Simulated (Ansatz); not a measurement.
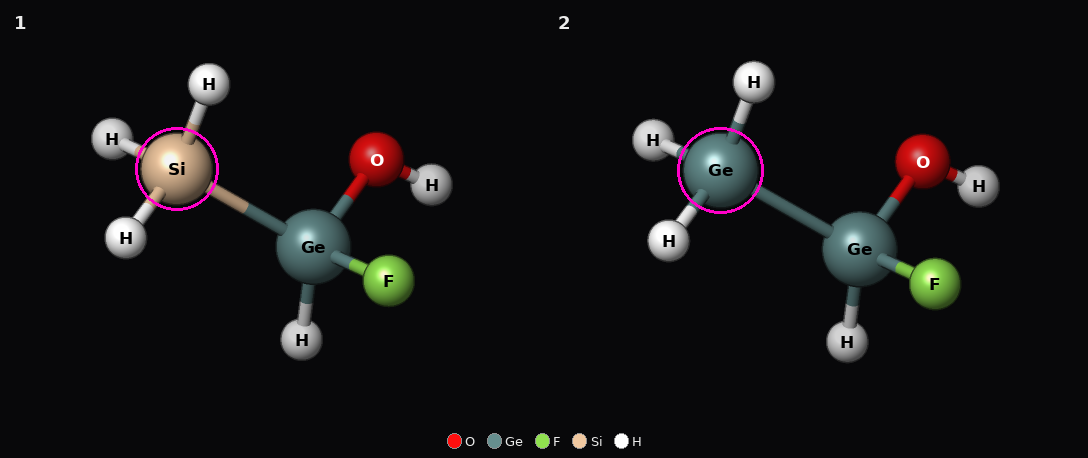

2 molecules with one skeleton, seen from the same side and at one scale; the atom that differs is circled. Each species is neutral and a spin singlet. Computed geometries: PBE0-D4/def2-TZVP optimisations, one conformation each. Properties computed with Ansatz 0.2.0.

One atom differs, called X below: Si in panel 1, Ge in panel 2. Their formulas are FGeH5OSi (`[OH][Ge@@H]([F])[SiH3]`), FGe2H5O (`[OH][Ge@@H]([F])[GeH3]`).

In which is the mean length of X–H larger (PBE0-D4/def2-TZVP)?

Answer. In panel 2 (X = Ge).

In which is the dipole moment larger (r2SCAN-D4/def2-TZVPP)?

Answer. In panel 1 (X = Si).

Give the values. With PBE0-D4/def2-TZVP: length of X–Ge (Å), mean length of X–H (Å), mean angle Ge–X–H (°). With r2SCAN-D4/def2-TZVPP: dipole moment (D), HOMO energy (Kohn–Sham orbital) (eV), HOMO–LUMO gap (eV).

| quantity | 1 (Si) | 2 (Ge) | 2 − 1 |
| --- | --- | --- | --- |
| length of X–Ge (Å) | 2.381 | 2.419 | +0.038 |
| mean length of X–H (Å) | 1.484 | 1.533 | +0.049 |
| mean angle Ge–X–H (°) | 108.7 | 108.9 | +0.2 |
| dipole moment (D) | 1.80 | 1.74 | −0.06 |
| HOMO energy (Kohn–Sham orbital) (eV) | −7.58 | −7.53 | +0.05 |
| HOMO–LUMO gap (eV) | 6.72 | 6.90 | +0.18 |
